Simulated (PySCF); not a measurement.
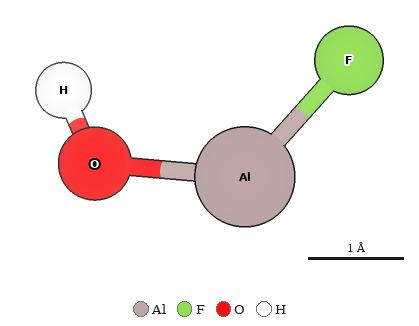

Fig. 1: The structure as given in the input (ball-and-stick view, seen at a tilt). Sticks mark near contacts.

AlFOH: frequency calculation

- system: AlFOH, multiplicity 2
- method: UKS-based PBE0, Al def2-TZVP, F def2-TZVP, O def2-TZVP, H def2-TZVP; non-relativistic Hamiltonian; density fitting (PySCF 2.14.0)

### Output
```
init E= -417.985545346048
  alpha nocc = 16  HOMO = -0.241756757967998  LUMO = 0.0033611979315596
  beta  nocc = 15  HOMO = -0.350084398326109  LUMO = -0.105377483110253
  HOMO = -0.241756757968  LUMO = -0.10537748311  gap/eV = 3.71107
cycle= 1 E= -417.985545346045  delta_E= 3.24e-12  |g|= 3.26e-07  |ddm|= 3.33e-07
  alpha nocc = 16  HOMO = -0.241756743248573  LUMO = 0.00336120980566003
  beta  nocc = 15  HOMO = -0.350084400067847  LUMO = -0.105377466872618
  HOMO = -0.241756743249  LUMO = -0.105377466873  gap/eV = 3.71107
Extra cycle  E= -417.985545346048  delta_E= -3.35e-12  |g|= 5.16e-07  |ddm|= 3.28e-07
converged SCF energy = -417.985545346048  <S^2> = 0.75116508  2S+1 = 2.0011647
```

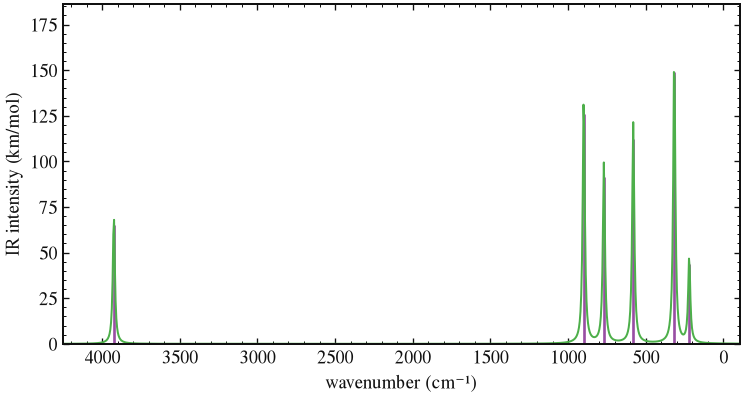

Fig. 2: Harmonic infrared spectrum, unscaled: sticks (degenerate modes added up, dark ones marked on the axis) with a Lorentzian envelope of 16 cm⁻¹ full width, scaled to the tallest stick. 6 modes from 220 to 3924 cm⁻¹, none imaginary. The strongest line is at 316 cm⁻¹ (149 km/mol). All modes, in cm⁻¹ (km/mol): 220 (44), 316 (149), 581 (112), 770 (92), 899 (126), 3924 (65).

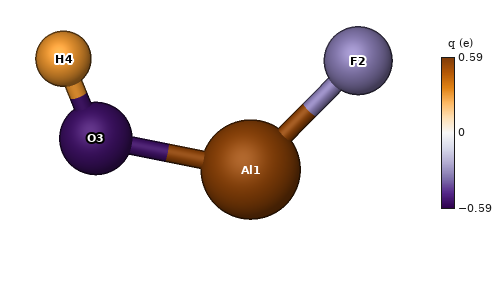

Fig. 3: Mulliken charges, as the colour of each atom (ball-and-stick view, seen at a tilt; atoms are numbered from 1 in the order of the input). By element: Al +0.56, F −0.34, O −0.54 and H +0.31 e.

The run was set up as follows.

### Input file
```python
from pyscf import gto, scf, dft
mol = gto.M(atom='''
Al     0.012383    -0.229471    -0.429165
F      1.363356     0.160254     0.444631
O     -1.534575     0.157920     0.134158
H     -1.703185     0.608905     0.962367''',
    basis={'Al': 'def2-TZVP', 'F': 'def2-TZVP', 'O': 'def2-TZVP', 'H': 'def2-TZVP'},
    charge=0, spin=1)
mf = dft.UKS(mol, xc='PBE0')
mf.grids.atom_grid = (75, 302)
aux = {'Al': 'def2-universal-JKFIT', 'F': 'def2-universal-JKFIT', 'O': 'def2-universal-JKFIT', 'H': 'def2-universal-JKFIT'}
mf = mf.density_fit(auxbasis=aux)
mf.conv_tol = 1e-09
mf.diis_space = 10
mf.max_cycle = 60
mf.verbose = 4
mf.kernel()
```

The script is an equivalent of the set-up of the self-consistent field. The run itself was carried out by a driver, which started from the orbitals of the step before it where there was one and computed the further properties.

Launched with:
```bash
OMP_NUM_THREADS=4 python axn.py task.json out
```

### Results in brief

```csv
quantity,value
outcome,converged
total energy,−417.985545 hartree
⟨S²⟩,0.751
zero-point energy,0.015287 hartree
dipole moment,0.64 D
"wavenumbers, lowest and highest",220 and 3924 cm⁻¹
hardware,"4 threads of Intel Xeon (Granite Rapids), 160 GiB of memory available, shared host"
wall time,40 s (CPU time 2.5 min)
peak memory,1.2 GiB
```
